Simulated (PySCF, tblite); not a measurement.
# C5H15B2N: geometry, infrared bands, NMR shifts, electronic excitations and core binding energies, part 2 of 2

tblite 0.8.0 and PySCF 2.14.0. Atoms count from 0.

## 6. TDDFT and polarisability: CAM-B3LYP/def2-SVPD

What the job is given:

```
{"job": {"kind": "uv", "xc": "CAM-B3LYP", "basis": "def2-SVPD", "ip": true}, "charge": 0, "multiplicity": 1}
B      0.589545     2.461458     0.356351
C      0.651492     0.907809     0.403837
C      1.642567     0.251465    -0.584408
C      1.289061    -1.249645    -0.637179
B     -0.059678    -1.429174     0.260562
N     -0.619830     0.124435     0.279649
C     -1.312787     0.417993    -0.984025
C     -1.525879     0.362577     1.406876
H     -0.434193     3.093813     0.232826
H      1.630249     3.063254     0.470474
H      1.029114     0.663483     1.417748
H      1.558487     0.724296    -1.577092
H      2.668337     0.458599    -0.244494
H      1.168865    -1.572490    -1.684159
H      2.111594    -1.853082    -0.225312
H     -0.957943    -2.135551    -0.182381
H      0.178765    -1.673253     1.442936
H     -1.583136     1.483716    -1.045226
H     -2.218933    -0.196971    -1.038746
H     -0.667365     0.149887    -1.827977
H     -2.367451    -0.338889     1.338201
H     -1.907357     1.395781     1.397315
H     -0.989381     0.167458     2.343175
```

Method: TDDFT CAM-B3LYP/def2-SVPD, vertical, gas phase, core orbitals frozen in the response.

The program printed:

```text
coarse grid: 17968 points
cycle   1  E = -303.4770998612  dE =  8.744e-01  |g| = 4.174e-01  |ddm| = 9.471e+00
cycle   2  E = -303.4988503403  dE = -2.175e-02  |g| = 3.634e-01  |ddm| = 1.879e+00
cycle   3  E = -303.5310455899  dE = -3.220e-02  |g| = 5.543e-02  |ddm| = 8.410e-01
cycle   4  E = -303.5316403724  dE = -5.948e-04  |g| = 2.647e-02  |ddm| = 1.657e-01
cycle   5  E = -303.5318094273  dE = -1.691e-04  |g| = 5.899e-03  |ddm| = 6.546e-02
cycle   6  E = -303.5318174063  dE = -7.979e-06  |g| = 1.703e-03  |ddm| = 1.972e-02
final grid: 170032 points
cycle   7  E = -303.5929832751  dE = -7.727e-05  |g| = 5.172e-03  |ddm| = 3.500e-01
cycle   8  E = -303.5929841220  dE = -8.469e-07  |g| = 5.067e-03  |ddm| = 3.563e-02
cycle   9  E = -303.5929906127  dE = -6.491e-06  |g| = 4.695e-04  |ddm| = 1.207e-02
cycle  10  E = -303.5929906526  dE = -3.994e-08  |g| = 3.071e-04  |ddm| = 2.431e-03
cycle  11  E = -303.5929906730  dE = -2.040e-08  |g| = 5.433e-05  |ddm| = 8.777e-04
cycle  12  E = -303.5929906737  dE = -6.746e-10  |g| = 1.561e-05  |ddm| = 1.580e-04
converged SCF energy = -303.5929906737

Static polarisability (au): isotropic 95.356, principal 86.154 97.835 102.079

Singlet excitations
state   eV       nm        f      main configurations
  1   5.3832    230.3   0.00170   H-2->L 0.37, H-3->L 0.22, H->L 0.20
  2   5.5441    223.6   0.00542   H-1->L 0.56, H->L 0.41
  3   5.7521    215.5   0.00269   H->L 0.32, H-1->L 0.23, H-3->L 0.15
  4   6.0117    206.2   0.00130   H-5->L 0.43, H-2->L 0.22, H-3->L 0.14
  5   6.8752    180.3   0.00341   H-3->L 0.42, H-5->L 0.21, H-2->L 0.18
  6   7.2024    172.1   0.02539   H-4->L 0.59, H->L+1 0.14, H-5->L 0.08
  7   7.2205    171.7   0.01872   H->L+1 0.49, H-4->L 0.16, H->L+2 0.15
  8   7.4178    167.1   0.01562   H-1->L+1 0.63, H-1->L+3 0.18, H-1->L+2 0.12
  9   7.9274    156.4   0.01376   H->L+4 0.50, H->L+5 0.15
 10   7.9676    155.6   0.01589   H-6->L 0.58, H-7->L 0.17, H-5->L 0.09

Triplet excitations (Tamm-Dancoff, eV): 4.9278 5.2715 5.4682 5.7710
Vertical ionisation energy (delta-SCF) = 9.5834 eV
Vertical electron affinity (delta-SCF) = 0.1313 eV
```

Run time: 18 min. Hardware: 1 thread of Arm Neoverse N1, shared host; peak memory 1.4 GiB.

The orbitals next to the gap, with their largest atomic shares:

```tsv
orbital	eV	atoms
HOMO−3	-10.36	C3 19 %, C2 19 %, C1 13 %
HOMO−2	-10.04	N5 28 %, B4 17 %, B0 10 %
HOMO−1	-8.89	C3 32 %, B4 30 %, H15 11 %
HOMO	-8.70	B4 33 %, H16 23 %, H15 13 %
LUMO	-0.80	B0 52 %, C1 12 %, H8 11 %
LUMO+1	0.95	B0 41 %, B4 6 %, C7 6 %
LUMO+2	1.64	B0 26 %, B4 19 %, H18 8 %
```

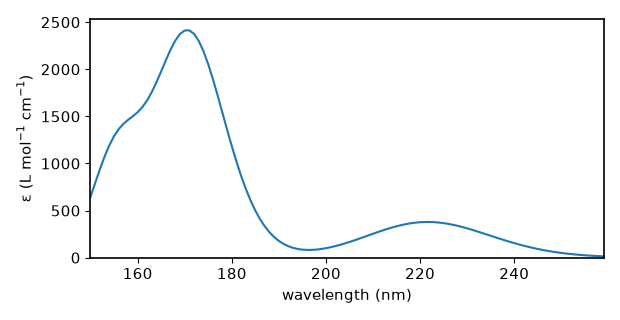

Absorption spectrum: each of the 10 states is a Gaussian band of 0.4 eV half-width at 1/e. Beyond the last state computed it falls off for lack of states.

Further results of this job:

```tsv
property	computed
dipole moment (D)	3.84
polarisability (Å³)	14.13
HOMO–LUMO gap (eV)	7.90
−ε(HOMO) (eV)	8.70
```

## 7. NMR shieldings: WP04/pcSseg-1

The job, as its differences from that of step 6:

```diff
@@ -1,2 +1,2 @@
-{"job": {"kind": "uv", "xc": "CAM-B3LYP", "basis": "def2-SVPD", "ip": true}, "charge": 0, "multiplicity": 1}
+{"job": {"kind": "nmr", "xc": "WP04", "basis": "pcSseg-1", "pop": false}, "charge": 0, "multiplicity": 1}
 B      0.589545     2.461458     0.356351
```

With the program's defaults for keys left out, this is: GIAO WP04/pcSseg-1 NMR shielding, non-relativistic, gas phase.

The program printed:

```text
coarse grid: 17968 points
cycle   1  E = -311.8797440258  dE =  3.999e-01  |g| = 6.692e-01  |ddm| = 4.107e+00
cycle   2  E = -311.7999263992  dE =  7.982e-02  |g| = 8.632e-01  |ddm| = 1.581e+00
cycle   3  E = -312.0068743038  dE = -2.069e-01  |g| = 1.093e-01  |ddm| = 9.909e-01
cycle   4  E = -312.0094755550  dE = -2.601e-03  |g| = 4.350e-02  |ddm| = 1.349e-01
cycle   5  E = -312.0098557178  dE = -3.802e-04  |g| = 1.370e-02  |ddm| = 3.315e-02
cycle   6  E = -312.0098884012  dE = -3.268e-05  |g| = 4.832e-03  |ddm| = 1.152e-02
cycle   7  E = -312.0098937487  dE = -5.348e-06  |g| = 8.956e-04  |ddm| = 4.708e-03
final grid: 170032 points
cycle   8  E = -312.0784719712  dE = -1.627e-04  |g| = 1.036e-02  |ddm| = 7.097e-02
cycle   9  E = -312.0784537226  dE =  1.825e-05  |g| = 1.333e-02  |ddm| = 2.075e-02
cycle  10  E = -312.0785002312  dE = -4.651e-05  |g| = 1.151e-03  |ddm| = 1.220e-02
cycle  11  E = -312.0785004894  dE = -2.582e-07  |g| = 5.303e-04  |ddm| = 1.373e-03
cycle  12  E = -312.0785005454  dE = -5.599e-08  |g| = 1.313e-04  |ddm| = 3.821e-04
cycle  13  E = -312.0785005484  dE = -3.019e-09  |g| = 5.091e-05  |ddm| = 1.182e-04
cycle  14  E = -312.0785005490  dE = -5.822e-10  |g| = 7.542e-06  |ddm| = 4.627e-05
converged SCF energy = -312.0785005490

GIAO shielding tensors (ppm)
atom      isotropic    diamagn.    paramagn.     s11        s22        s33       span
  0 B       17.573     194.962    -177.388    -53.873    -14.564    121.157    175.030
  1 C       94.485     254.974    -160.489     61.719     91.616    130.121     68.402
  2 C      142.681     250.578    -107.897    106.782    155.638    165.623     58.841
  3 C      159.620     251.933     -92.313    140.757    158.574    179.530     38.773
  4 B       97.712     190.660     -92.948     74.949     92.170    126.018     51.069
  5 N      177.110     326.823    -149.713    162.193    171.169    197.969     35.776
  6 C      127.851     250.795    -122.944    100.129    115.137    168.286     68.157
  7 C      122.290     248.102    -125.812     91.702    107.703    167.466     75.763
  8 H       24.881      31.204      -6.323     17.576     27.271     29.797     12.221
  9 H       25.222      29.689      -4.467     19.574     27.138     28.955      9.382
 10 H       28.566      34.446      -5.880     23.657     28.708     33.334      9.677
 11 H       30.050      32.919      -2.869     26.483     28.197     35.470      8.987
 12 H       29.496      30.517      -1.022     24.831     27.375     36.281     11.450
 13 H       30.879      32.024      -1.145     27.633     27.802     37.203      9.571
 14 H       30.598      30.875      -0.278     26.819     27.790     37.184     10.364
 15 H       29.606      33.148      -3.542     26.364     28.911     33.542      7.178
 16 H       29.747      33.946      -4.199     25.731     29.773     33.736      8.005
 17 H       29.362      32.518      -3.156     25.212     27.211     35.664     10.451
 18 H       29.328      31.644      -2.316     25.931     26.919     35.135      9.204
 19 H       29.154      33.720      -4.566     24.171     28.857     34.432     10.261
 20 H       28.891      30.265      -1.374     25.270     26.462     34.941      9.671
 21 H       29.142      30.834      -1.692     25.042     27.031     35.352     10.310
 22 H       29.373      31.387      -2.014     25.459     27.359     35.300      9.841
```

Wall time 78 s (1 thread of Arm Neoverse N1, shared host); peak memory 0.99 GiB.

In short: δ C1 78.0, C7 50.2, C6 44.6, C2 29.8, H8 6.51, H10 3.00 ppm (means over like atoms).

## 8. Core-electron binding energies: SCAN, X2C

The job, as its differences from that of step 7:

```diff
@@ -1,2 +1,2 @@
-{"job": {"kind": "nmr", "xc": "WP04", "basis": "pcSseg-1", "pop": false}, "charge": 0, "multiplicity": 1}
+{"job": {"kind": "xps"}, "charge": 0, "multiplicity": 1}
 B      0.589545     2.461458     0.356351
```

With the program's defaults for keys left out, this is: delta-SCF UKS SCAN, pcX-2 on the ionised atom, pcseg-1 elsewhere, spin-free X2C.

The program printed:

```text
ground state, core basis on atom 0 (B), 218 functions
  cycle   1  E = -303.78183799  |g| = 5.72e-01
  cycle   2  E = -303.70474092  |g| = 7.81e-01
  cycle   3  E = -303.88038100  |g| = 1.03e-01
  cycle   4  E = -303.88289760  |g| = 3.88e-02
  cycle   5  E = -303.88325788  |g| = 1.13e-02
  cycle   6  E = -303.88328675  |g| = 3.84e-03
  cycle   7  E = -303.88328890  |g| = 1.46e-03
  cycle   8  E = -303.88328891  |g| = 4.39e-04
  E(ground) = -303.90266888 Eh
hole in B 1s of atom 0
  cycle   1  E = -296.25143306  |g| = 1.15e+00
  cycle   2  E = -294.18717474  |g| = 2.03e+00
  cycle   3  E = -296.46253926  |g| = 5.35e-01
  cycle   4  E = -295.89296777  |g| = 9.05e-01
  cycle   5  E = -296.61078804  |g| = 2.80e-01
  cycle   6  E = -296.68065974  |g| = 8.42e-02
  cycle   7  E = -296.62743585  |g| = 2.67e-01
  cycle   8  E = -296.67050990  |g| = 1.63e-01
  cycle   9  E = -296.64884971  |g| = 2.15e-01
  cycle  10  E = -296.65985565  |g| = 1.89e-01
  cycle  11  E = -296.66739212  |g| = 1.66e-01
  cycle  12  E = -296.66816963  |g| = 1.63e-01
  cycle  13  E = -296.66652444  |g| = 1.68e-01
  cycle  14  E = -296.66974827  |g| = 1.57e-01
  cycle  15  E = -296.67856920  |g| = 1.23e-01
  cycle  16  E = -296.69005264  |g| = 3.98e-02
  cycle  17  E = -296.69105162  |g| = 2.31e-02
  cycle  18  E = -296.69117401  |g| = 2.13e-02
  cycle  19  E = -296.69125533  |g| = 1.97e-02
  cycle  20  E = -296.69153979  |g| = 7.61e-03
  cycle  21  E = -296.69159335  |g| = 3.82e-03
  cycle  22  E = -296.69160077  |g| = 2.65e-03
  cycle  23  E = -296.69160434  |g| = 1.79e-03
  cycle  24  E = -296.69160759  |g| = 5.33e-04
  cycle  25  E = -296.69160856  |g| = 2.64e-04
  E(ion) = -296.71147521 Eh   <S^2> = 1.3823   hole on atom = 1.000   binding energy = 195.682 eV
ground state, core basis on atom 1 (C), 218 functions
  cycle   1  E = -303.89308821  |g| = 5.70e-02
  cycle   2  E = -303.89306935  |g| = 1.62e-02
  cycle   3  E = -303.89302876  |g| = 2.10e-02
  cycle   4  E = -303.89312654  |g| = 2.29e-03
  cycle   5  E = -303.89312935  |g| = 6.03e-04
  cycle   6  E = -303.89312787  |g| = 6.90e-05
  E(ground) = -303.91039858 Eh
hole in C 1s of atom 1
  cycle   1  E = -292.61522162  |g| = 1.52e+00
  cycle   2  E = -290.39074546  |g| = 2.57e+00
  cycle   3  E = -293.03392431  |g| = 5.66e-01
  cycle   4  E = -293.13305660  |g| = 3.80e-01
  cycle   5  E = -293.18789950  |g| = 1.20e-01
  cycle   6  E = -293.19351688  |g| = 3.46e-02
  cycle   7  E = -293.19415487  |g| = 8.57e-03
  cycle   8  E = -293.19419925  |g| = 3.91e-03
  cycle   9  E = -293.19420959  |g| = 1.88e-03
  cycle  10  E = -293.19421424  |g| = 9.24e-04
  cycle  11  E = -293.19421403  |g| = 3.14e-04
  E(ion) = -293.21050868 Eh   <S^2> = 0.7727   hole on atom = 1.000   binding energy = 291.159 eV
ground state, core basis on atom 2 (C), 218 functions
  cycle   1  E = -303.89310194  |g| = 5.83e-02
  cycle   2  E = -303.89305357  |g| = 2.28e-02
  cycle   3  E = -303.89306826  |g| = 2.13e-02
  cycle   4  E = -303.89317833  |g| = 1.35e-03
  cycle   5  E = -303.89317925  |g| = 4.70e-04
  E(ground) = -303.91048487 Eh
hole in C 1s of atom 2
  cycle   1  E = -292.64354316  |g| = 1.52e+00
  cycle   2  E = -291.77267491  |g| = 1.96e+00
  cycle   3  E = -293.16743707  |g| = 3.49e-01
  cycle   4  E = -293.21310108  |g| = 1.17e-01
  cycle   5  E = -293.21793791  |g| = 5.88e-02
  cycle   6  E = -293.21938187  |g| = 1.45e-02
  cycle   7  E = -293.21945841  |g| = 7.61e-03
  cycle   8  E = -293.21948711  |g| = 2.16e-03
  cycle   9  E = -293.21949110  |g| = 1.06e-03
  cycle  10  E = -293.21949245  |g| = 6.04e-04
  cycle  11  E = -293.21949154  |g| = 1.19e-04
  E(ion) = -293.23653871 Eh   <S^2> = 0.7705   hole on atom = 1.000   binding energy = 290.453 eV
ground state, core basis on atom 3 (C), 218 functions
  cycle   1  E = -303.89264922  |g| = 5.87e-02
  cycle   2  E = -303.89258137  |g| = 2.54e-02
  cycle   3  E = -303.89262025  |g| = 2.19e-02
  cycle   4  E = -303.89273932  |g| = 1.38e-03
  cycle   5  E = -303.89273919  |g| = 2.77e-04
  E(ground) = -303.90985808 Eh
hole in C 1s of atom 3
  cycle   1  E = -292.69774422  |g| = 1.51e+00
  cycle   2  E = -291.99720585  |g| = 1.84e+00
  cycle   3  E = -293.22739032  |g| = 3.29e-01
  cycle   4  E = -293.26900474  |g| = 8.48e-02
  cycle   5  E = -293.27165632  |g| = 3.91e-02
  cycle   6  E = -293.27234917  |g| = 1.09e-02
  cycle   7  E = -293.27239195  |g| = 6.78e-03
  cycle   8  E = -293.27241403  |g| = 1.90e-03
  cycle   9  E = -293.27241667  |g| = 9.03e-04
  cycle  10  E = -293.27241740  |g| = 4.40e-04
  E(ion) = -293.28936884 Eh   <S^2> = 0.7683   hole on atom = 1.000   binding energy = 288.998 eV
ground state, core basis on atom 4 (B), 218 functions
  cycle   1  E = -303.88568054  |g| = 5.01e-02
  cycle   2  E = -303.88556959  |g| = 3.13e-02
  cycle   3  E = -303.88575044  |g| = 1.86e-02
  cycle   4  E = -303.88584457  |g| = 4.27e-03
  cycle   5  E = -303.88584786  |g| = 7.25e-04
  cycle   6  E = -303.88584711  |g| = 1.78e-04
  E(ground) = -303.90457565 Eh
hole in B 1s of atom 4
  cycle   1  E = -296.35397416  |g| = 1.18e+00
  cycle   2  E = -295.60179471  |g| = 1.61e+00
  cycle   3  E = -296.74138868  |g| = 2.65e-01
  cycle   4  E = -296.77511925  |g| = 9.06e-02
  cycle   5  E = -296.77860597  |g| = 4.01e-02
  cycle   6  E = -296.77931243  |g| = 1.52e-02
  cycle   7  E = -296.77941084  |g| = 7.27e-03
  cycle   8  E = -296.77944093  |g| = 2.65e-03
  cycle   9  E = -296.77944625  |g| = 1.44e-03
  cycle  10  E = -296.77944918  |g| = 6.90e-04
  cycle  11  E = -296.77944963  |g| = 2.38e-04
  E(ion) = -296.79929044 Eh   <S^2> = 0.7749   hole on atom = 1.000   binding energy = 193.345 eV
ground state, core basis on atom 5 (N), 218 functions
  cycle   1  E = -303.90420236  |g| = 7.27e-02
  cycle   2  E = -303.90420454  |g| = 1.21e-02
  cycle   3  E = -303.90418766  |g| = 1.43e-02
  cycle   4  E = -303.90424263  |g| = 1.38e-03
  cycle   5  E = -303.90424260  |g| = 4.49e-04
  E(ground) = -303.92001691 Eh
hole in N 1s of atom 5
  cycle   1  E = -288.24652676  |g| = 1.88e+00
  cycle   2  E = -286.81367422  |g| = 2.55e+00
  cycle   3  E = -288.86100594  |g| = 5.17e-01
  cycle   4  E = -288.95021205  |g| = 2.00e-01
  cycle   5  E = -288.96820665  |g| = 7.54e-02
  cycle   6  E = -288.97064824  |g| = 9.91e-03
  cycle   7  E = -288.97069317  |g| = 5.27e-03
  cycle   8  E = -288.97071021  |g| = 1.89e-03
  cycle   9  E = -288.97071237  |g| = 8.89e-04
  cycle  10  E = -288.97071275  |g| = 3.37e-04
  E(ion) = -288.98549658 Eh   <S^2> = 0.7688   hole on atom = 1.000   binding energy = 406.389 eV
ground state, core basis on atom 6 (C), 218 functions
  cycle   1  E = -303.89184881  |g| = 5.62e-02
  cycle   2  E = -303.89183345  |g| = 1.32e-02
  cycle   3  E = -303.89179835  |g| = 1.79e-02
  cycle   4  E = -303.89187528  |g| = 2.06e-03
  cycle   5  E = -303.89187587  |g| = 2.67e-04
  E(ground) = -303.90945132 Eh
hole in C 1s of atom 6
  cycle   1  E = -292.60593921  |g| = 1.51e+00
  cycle   2  E = -290.46489894  |g| = 2.42e+00
  cycle   3  E = -292.95186645  |g| = 6.58e-01
  cycle   4  E = -293.10991240  |g| = 3.76e-01
  cycle   5  E = -293.16228269  |g| = 1.20e-01
  cycle   6  E = -293.16753992  |g| = 4.10e-02
  cycle   7  E = -293.16844328  |g| = 9.05e-03
  cycle   8  E = -293.16848601  |g| = 5.34e-03
  cycle   9  E = -293.16850306  |g| = 2.07e-03
  cycle  10  E = -293.16850737  |g| = 1.14e-03
  cycle  11  E = -293.16850891  |g| = 4.26e-04
  E(ion) = -293.18507791 Eh   <S^2> = 0.7711   hole on atom = 1.000   binding energy = 291.825 eV
ground state, core basis on atom 7 (C), 218 functions
  cycle   1  E = -303.89226831  |g| = 5.79e-02
  cycle   2  E = -303.89221623  |g| = 2.35e-02
  cycle   3  E = -303.89224639  |g| = 2.11e-02
  cycle   4  E = -303.89235839  |g| = 2.00e-03
  cycle   5  E = -303.89235764  |g| = 5.38e-04
  cycle   6  E = -303.89235709  |g| = 9.10e-05
  E(ground) = -303.90936527 Eh
hole in C 1s of atom 7
  cycle   1  E = -292.60615369  |g| = 1.51e+00
  cycle   2  E = -289.93137117  |g| = 2.49e+00
  cycle   3  E = -292.85119566  |g| = 7.92e-01
  cycle   4  E = -293.10809775  |g| = 3.77e-01
  cycle   5  E = -293.16131957  |g| = 1.24e-01
  cycle   6  E = -293.16579452  |g| = 5.61e-02
  cycle   7  E = -293.16743981  |g| = 1.08e-02
  cycle   8  E = -293.16749868  |g| = 4.84e-03
  cycle   9  E = -293.16751367  |g| = 1.93e-03
  cycle  10  E = -293.16751682  |g| = 1.05e-03
  cycle  11  E = -293.16751851  |g| = 4.28e-04
  E(ion) = -293.18319695 Eh   <S^2> = 0.7706   hole on atom = 1.000   binding energy = 291.874 eV
```

Wall time 7.4 min (1 thread of Arm Neoverse N1, shared host); peak memory 0.68 GiB.

The holes in one table. −ε is the ground-state orbital energy:

```tsv
hole	stands for	environment	ΔSCF (eV)	−ε (eV)	⟨S²⟩
B1s on B0	B0	boron bonded to C, 2 H	195.68 (doubtful)	180.8	1.382
C1s on C1	C1	sp3 CH bonded to B and N	291.16	274.5	0.773
C1s on C2	C2	sp3 CH2 in a ring	290.45	273.8	0.770
C1s on C3	C3	sp3 CH2 bonded to B	289.00	272.3	0.768
B1s on B4	B4	boron bonded to C, N, 2 H, in a 5-membered ring	193.34	178.0	0.775
N1s on N5	N5	donor nitrogen of a Lewis adduct	406.39	387.9	0.769
C1s on C6	C6	methyl carbon bonded to N	291.83	274.8	0.771
C1s on C7	C7	methyl carbon bonded to N	291.87	274.8	0.771
```

Doubtful: the ion did not converge, its hole moved, or its ⟨S²⟩ is well above 0.75.

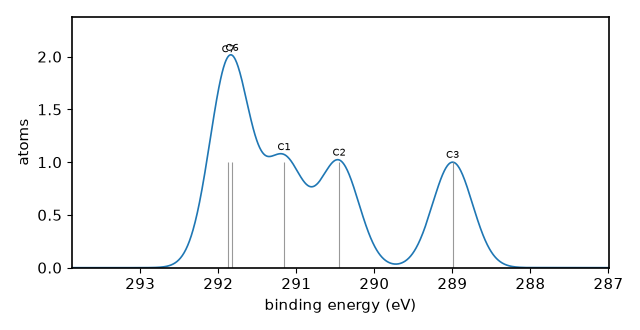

The C1s photoelectron lines, weighted by the number of atoms. Lines are broadened to a width of 0.60 eV (Gaussian).

## 9. Side by side: NMR shifts

Shifts (ppm) of some atoms, chosen among heavy atoms and hydrogens apart, means over like atoms, with basis size and wall time:

```tsv
run	C1	C2	C3	H8	H16	B0	B4	functions	time
PBE0/pcSseg-1	80.7	26.6	9.6	7.68	2.37	85.3	-4.5	211	82 s
WP04/pcSseg-1	78.0	29.8	12.8	6.51	1.82	78.2	-2.0	211	78 s
```

## 10. Results

The summary covers parts 1 to 2.

| quantity | value |
| --- | --- |
| strongest single infrared mode (GFN2-xTB) | 2416 cm⁻¹, 253 km/mol |
| zero-point energy (GFN2-xTB) | 124.9 kcal/mol |
| point group | C1 |
| rotational constants (main isotopes) | 2.46, 2.15, 1.56 GHz |
| 13C shifts against TMS (PBE0/pcSseg-1) | 80.7, 50.5, 43.8, 26.6, 9.6 ppm |
| 1H shifts against TMS (PBE0/pcSseg-1, means over atoms taken as alike) | 7.68, 3.22, 2.52, 2.50, 2.37, 2.35, 2.28, 1.66, 1.14, 0.81 ppm |
| 11B shifts against BF3·OEt2 (PBE0/pcSseg-1) | 85.3, -4.5 ppm |
| 15N shifts against NH3 (PBE0/pcSseg-1) | 69.4 ppm |
| lowest singlet (CAM-B3LYP/def2-SVPD) | 5.38 eV (230 nm), f = 0.002 |
| brightest single state of those computed | state 6, 7.20 eV, f = 0.025 |
| lowest triplet | 4.93 eV |
| vertical ionisation energy (ΔSCF) | 9.58 eV |
| vertical electron affinity (ΔSCF) | 0.13 eV |
| C1s binding energies, SCAN/pcX-2 | C7 291.87, C6 291.83, C1 291.16, C2 290.45, C3 289.00 eV |
| B1s binding energies, SCAN/pcX-2 (standing for 1 of 2 atoms) | B4 193.34 eV |
| N1s binding energies, SCAN/pcX-2 | N5 406.39 eV |
| range of the shift of B0 | 78.2 to 85.3 ppm |

The optimisation took 194 steps and gained 1.489 eV; among the close pairs (by a distance rule), B4–N5 changed most, from 1.540 to 1.646 Å (GFN2-xTB). No mode is imaginary among the 63: a minimum at this level. The strongest single mode, at 2416 cm⁻¹, moves mainly H16. GFN2-xTB is a fitted tight-binding method: band positions and strengths are rough. Its intensities can rank the bands wrongly. Relaxing lowered the energy by 0.248 eV in 4 steps; the close pair that moved most is B4–H15, from 1.170 to 1.226 Å (PBE0/def2-SVP). At PBE0/pcSseg-1: The largest span, 196 ppm, is at B0, where the paramagnetic term is -179 ppm. The first singlet state (HOMO−2→LUMO 0.37, HOMO−3→LUMO 0.22) lies at 5.38 eV and is weak; of the 10 states computed, the strongest absorption comes from states 6 to 7 together at 7.20 eV. The lowest triplet lies 0.46 eV below the lowest singlet (triplets in Tamm-Dancoff, singlets in full TDDFT). The orbital energy would give 8.70 eV for ionisation, ΔSCF gives 9.58 eV. The C1s levels kept as sound span 2.88 eV, from C3 (sp3 CH2 bonded to B) up to C7 (methyl carbon bonded to N). In ppm, B0 moves most: its shift spreads over 7.2 ppm, from 78.2 (WP04/pcSseg-1) to 85.3 (PBE0/pcSseg-1). Part of that comes from the computed reference.
